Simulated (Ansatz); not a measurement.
# Calculations on SiNH$_{3}$Cl$_{2}$

## 1. Relaxation

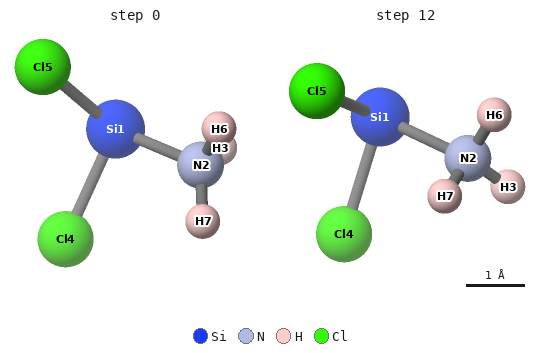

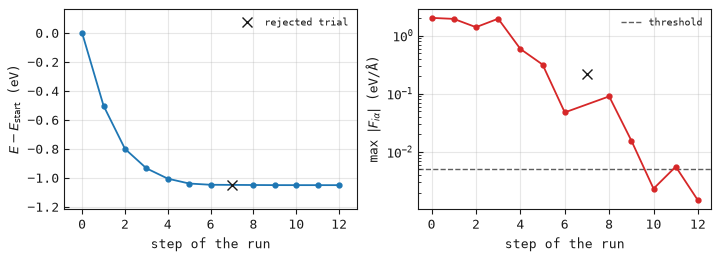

First and last geometry of a relaxation of SiNH3Cl2 (started from a transition state, displaced along its imaginary mode), with the history of the run. The picture is a ball-and-stick view, seen from a free direction.

All numbers below come from Ansatz, RKS PBE0-D4/def2-TZVP.

Input
```yaml
crystal:
  periodic: [false, false, false]
  atoms:
    - {symbol: Si, position_ang: [-0.026675, 1.089711, 0.387580]}
    - {symbol: N, position_ang: [0.180807, -0.544381, -0.702088]}
    - {symbol: H, position_ang: [0.168542, 0.306344, -1.270045]}
    - {symbol: Cl, position_ang: [-2.020944, 0.706138, 0.935197]}
    - {symbol: Cl, position_ang: [1.140066, 0.748049, 2.074550]}
    - {symbol: H, position_ang: [1.100499, -1.007269, -0.707390]}
    - {symbol: H, position_ang: [-0.542295, -1.298591, -0.717703]}
basis:
  gaussian: {orbitals: def2-TZVP}
hamiltonian: {xc: pbe0, dispersion: d4}
relax: {f_tol: 0.005, max_steps: 200}
```

What do the curves and the structures tell?

It converged. The largest move after the best rigid fit is that of H3, 0.78 Å. By element the largest moves are H 0.78 Å, Cl 0.59 Å, Si 0.26 Å, N 0.18 Å. Near-neighbour distances that change, for instance: Si1–H3 1.844 → 2.584 Å, Si1–Cl5 2.079 → 2.144 Å, Si1–N2 1.975 → 2.039 Å, Si1–Cl4 2.103 → 2.144 Å. Bond angles that change, for instance: Si1–N2–H3 67.5° → 111.0°, H3–N2–H7 125.7° → 108.7°, N2–Si1–Cl5 104.6° → 88.5°. Groups turn about Si1–N2 by about 40°. The energy falls by 1.050 eV in 11 accepted moves (12 points after the start). Largest force component: 2 eV/Å at the start, 0.0015 eV/Å at the end. The line search rejected the trial step at point 7 of the run.

## 2. Relaxation

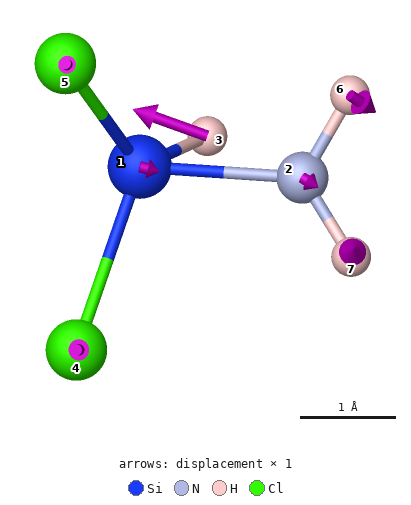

This is a relaxation of SiNH3Cl2 (started from a transition state, displaced along its imaginary mode). The starting structure is drawn; purple arrows show the displacements, at their true length. The two geometries are superimposed by the best rigid fit.

A ball-and-stick model, seen at a tilt.

Theory: RKS PBE0-D4/def2-TZVP (Ansatz). Settings: force threshold 0.005 eV/Å; at most 200 steps.

Which element moves most?

Hydrogen: up to 0.84 Å, against 0.25 Å for chlorine.

What happened in the run?

The atom that moves furthest after the best rigid fit is H3 (0.84 Å). By element the largest moves are H 0.84 Å, Cl 0.25 Å, Si 0.22 Å, N 0.21 Å. Among the contacts that change: Si1–H3 1.516 → 1.472 Å, Si1–Cl5 2.092 → 2.056 Å, Si1–N2 1.722 → 1.692 Å, Si1–Cl4 2.061 → 2.041 Å. Among the angles between lasting bonds that change: N2–Si1–H3 67.3° → 110.2°, H3–Si1–Cl5 136.4° → 106.3°, H3–Si1–Cl4 118.0° → 110.9°. After 13 accepted moves (15 points after the start) the energy has fallen by 2.118 eV. The largest force component goes from 2.7 to 0.0036 eV/Å. The line search rejected the trial steps at points 11, 14 of the run.

## 3. Reaction

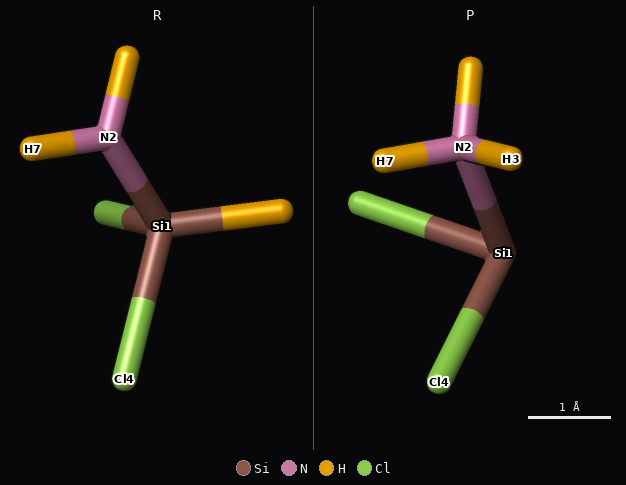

Reactant (R) and product (P) of one elementary step of SiNH$_{3}$Cl$_{2}$. The picture is a stick view, seen from a free direction.

Stationary points at PBE0-D4/def2-TZVP, single-point energies with CCSD(T)/CBS (def2-TZVPP where no basis is named; Ansatz 0.2.0). The energies are electronic, without zero-point or thermal terms, and both ends are the minima reached downhill from the saddle, with any fragments still in contact. CCSD(T)/CBS stands for a frozen-core estimate: MP2 correlation extrapolated from def2-TZVPP and def2-QZVPP, CCSD(T) minus MP2 from the smaller set.

R:
```xyz
7

Si   -0.0554    0.5821    0.1334
N     0.0804   -0.9445   -0.5829
H     0.3681    1.6264   -0.8139
Cl   -2.0080    0.8349    0.6705
Cl    1.0735    0.8506    1.8303
H     0.9318   -1.2084   -1.0531
H    -0.3904   -1.7410   -0.1842
```

P:
```xyz
7

Si    0.1175    1.2974    0.4794
N     0.2251   -0.3705   -0.6881
H    -0.2672   -0.2333   -1.5662
Cl   -1.9759    0.9135    0.7390
Cl    0.9243    0.1485    2.0998
H     1.1912   -0.6189   -0.8809
H    -0.2149   -1.1366   -0.1829
```

What is the transition state like, and how high is the barrier?

From R over the saddle to P, a bond forms: N2–H3 (2.60 → 1.41 → 1.02 Å). A bond breaks: Si1–H3 (1.47 → 1.62 → 2.58 Å). Bonds that stay but change much: Si1–N2 (1.69 → 1.85 → 2.04 Å). The saddle has one imaginary mode, 1546i cm⁻¹. With CCSD(T)/CBS the barrier is 73.5 kcal/mol from R and 45.6 kcal/mol from P, and P lies 28.0 kcal/mol above R.

Saddle geometry:

```xyz
7

Si   -0.0309    0.9267    0.3185
N     0.1655   -0.6504   -0.6201
H     0.1920    0.6050   -1.2544
Cl   -2.0052    0.7357    0.9197
Cl    1.1302    0.7850    2.0332
H     1.0997   -1.0334   -0.7119
H    -0.5512   -1.3686   -0.6849
```

The saddle point in the same view, with dashed sticks for the bonds that form or break:

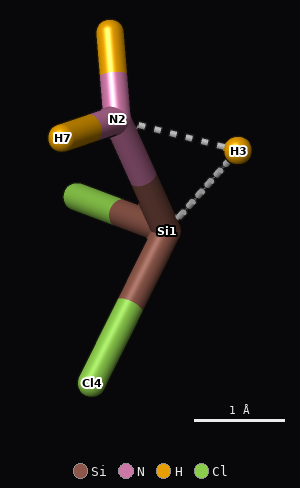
